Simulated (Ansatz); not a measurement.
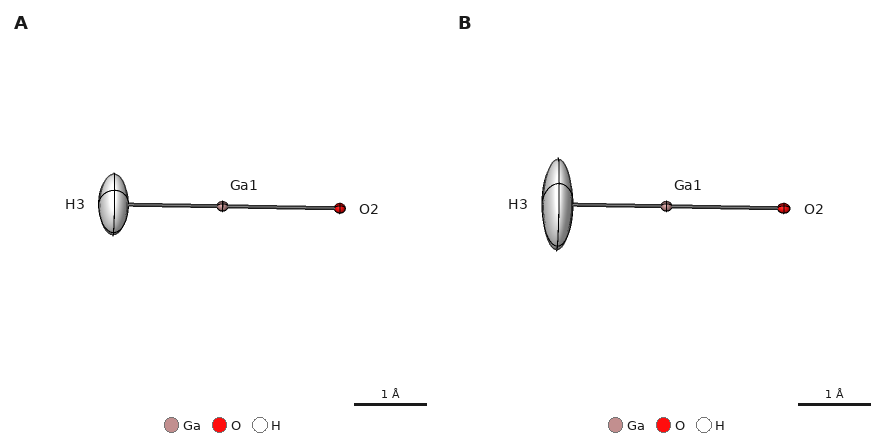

Displacement ellipsoids at the 50 % level, scaled by 1.5, from the internal vibrations of the free molecule (harmonic, no overall translation or rotation; no half-axis is drawn under 0.075 Å). Vibrations computed with RKS PBE0-D4/def2-TZVP (Ansatz 0.2.0). One panel is for 298 K, the other for 900 K.

Question: Which panel is for 900 K?

Answer: B.

Question: How much does the mean-square displacement of H3 grow, and why?

Answer: U_eq goes from 0.0262 to 0.0545 Å², a factor of 2.1. Modes below kT (626 cm⁻¹ at 900 K) grow about in proportion to T, and the lowest lies at 507 cm⁻¹; the mean-square amplitude of a mode is its zero-point value times coth(ħω/2kT), which comes close to 1 only above about 3kT.
